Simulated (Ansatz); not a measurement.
## Mending a single-point calculation on C$_{3}$H$_{11}$NO$_{3}$Ti

System: C$_{3}$H$_{11}$NO$_{3}$Ti.
Method of run 1: RHF/def2-TZVPP (Ansatz 0.2.0).

The run did not end well. The geometry comes from this level: PBE0-D4/def2-TZVP. Text and figures count atoms from 1; the logs count them from 0 in places.

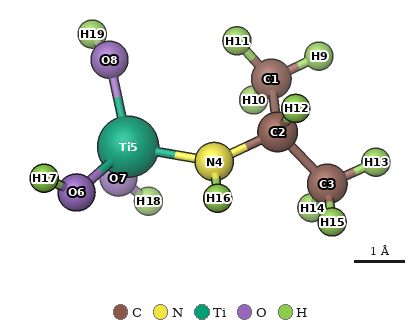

**Figure 1.** The structure (ball-and-stick view, seen at a tilt; atoms are numbered from 1 in the order of the input). Sticks mark near contacts. Bond lengths as drawn: C–C 1.52 Å, C–H 1.09 to 1.10 Å, C–N 1.45 Å, H–N 1.01 Å, H–O 0.96 Å, N–Ti 1.88 Å and O–Ti 1.81 Å.

### The input, run 1
```yaml
crystal:
  periodic: [false, false, false]
  atoms:
    - {symbol: C, position_ang: [-1.457430, -0.837435, 0.424463]}
    - {symbol: C, position_ang: [-1.111449, 0.166066, -0.660839]}
    - {symbol: C, position_ang: [-1.166462, -0.475546, -2.040614]}
    - {symbol: N, position_ang: [0.195374, 0.746305, -0.417034]}
    - {symbol: Ti, position_ang: [1.481057, 0.583355, 0.943684]}
    - {symbol: O, position_ang: [2.629751, 1.947215, 0.659535]}
    - {symbol: O, position_ang: [2.348358, -1.001385, 0.802372]}
    - {symbol: O, position_ang: [0.701618, 0.651067, 2.576343]}
    - {symbol: H, position_ang: [-2.447169, -1.264023, 0.250000]}
    - {symbol: H, position_ang: [-0.733328, -1.659092, 0.431661]}
    - {symbol: H, position_ang: [-1.452118, -0.367472, 1.409296]}
    - {symbol: H, position_ang: [-1.868519, 0.964853, -0.629109]}
    - {symbol: H, position_ang: [-2.164285, -0.871061, -2.248404]}
    - {symbol: H, position_ang: [-0.447686, -1.297074, -2.105347]}
    - {symbol: H, position_ang: [-0.922606, 0.249142, -2.821983]}
    - {symbol: H, position_ang: [0.457766, 1.396518, -1.150483]}
    - {symbol: H, position_ang: [2.835524, 2.717775, 1.188910]}
    - {symbol: H, position_ang: [2.282297, -1.688433, 0.140145]}
    - {symbol: H, position_ang: [0.797506, 0.034925, 3.303505]}
basis:
  gaussian: {orbitals: def2-TZVPP}
hamiltonian: {xc: {name: HF}}
correlation: {active_space: {window: {electrons: 3, orbitals: 2}}}
output: {forces: true}
```

Launched with:
```bash
ansatz run in.yaml --threads 4 --pin off --events-out ev --progress --plain --max-ram 41984MiB --backend cuda --devices 0, --max-vram 37GiB
```

Hardware: 4 CPU threads, shared host.

### Output (run 1)
```
Functional definition: HF
  exchange = exact_x
  correlation = 0
2679 factors; integrals over basis functions are off by at most 9.5e-4 eV
mean field evaluation 1: about -33940.6397 eV, gradient 8.6e1 eV
mean field evaluation 2: about -33940.9559 eV, gradient 8.6e1 eV
mean field evaluation 4: about -33954.2393 eV, gradient 1.2e1 eV
mean field evaluation 8: about -33954.5807 eV, gradient 7.0e-1 eV
mean field evaluation 16: about -33954.5829 eV, gradient 2.6e-6 eV
mean field -33954.58289153 eV, -1247.8079060208 hartree, gradient 2.6e-6 eV, S^2 0.000000; 0 other end points of the search recorded, 0 dependent functions left out
reference -33954.58289153 eV, -1247.8079060208 hartree; 41, 41 occupied and 394, 394 virtual orbitals, 2679 factors
Error: 3 electrons in 2 orbitals form no window around the highest filled level of the reference
```

> What should be changed in this input?

This input holds a deliberate fault: the active space doesn't fit the electrons and spin. The run did not converge: “3 electrons in 2 orbitals form no window around the highest filled level of the reference” Its last values are not results.

A run of the same system that converges differs from this input as follows (lines with − go, lines with + come):
```diff
-hamiltonian: {xc: {name: HF}}
-correlation: {active_space: {window: {electrons: 3, orbitals: 2}}}
-output: {forces: true}
+hamiltonian: {xc: {name: B2PLYP}}
```

### Output (run 2)
```
Functional definition: B2PLYP
  parameter a = 0.53
  parameter c = 0.27
  exchange = (1 - a)*b88_x + a*exact_x
  correlation = (1 - c)*lyp_c + c*(mp2_os + mp2_ss)
2679 factors; integrals over basis functions are off by at most 9.5e-4 eV
mean field evaluation 1: about -33995.7723 eV, gradient 1.1e2 eV
mean field evaluation 2: about -33995.9466 eV, gradient 1.1e2 eV
mean field evaluation 4: about -34013.0760 eV, gradient 4.8e1 eV
mean field evaluation 8: about -34017.3418 eV, gradient 9.3e-1 eV
mean field evaluation 16: about -34017.3785 eV, gradient 2.1e-3 eV
mean field -34017.37847739 eV, -1250.1156012367 hartree, gradient 5.5e-6 eV, S^2 0.000000; 0 other end points of the search recorded, 0 dependent functions left out
12 core orbitals not correlated: weight in the atoms' cores, before any rotation towards them, 1.000 or more for the frozen orbitals, at most 0.000 for the correlated occupied ones
reference -34017.37870906 eV, -1250.1156097505 hartree; 29, 29 occupied and 394, 394 virtual orbitals, 2679 factors
second order -64.24880597 eV of doubles, -0.00000000 eV of singles
Total energy: -34034.72588667 eV, -1250.7531067694 hartree
```

### The two runs side by side

| quantity | run 1 | run 2 |
| --- | --- | --- |
| outcome | not converged | converged |
| total energy (hartree) | – | −1250.753107 |
| basis functions | – | 435 |
| wall time (shared host) | 4.3 s | 4.5 s |
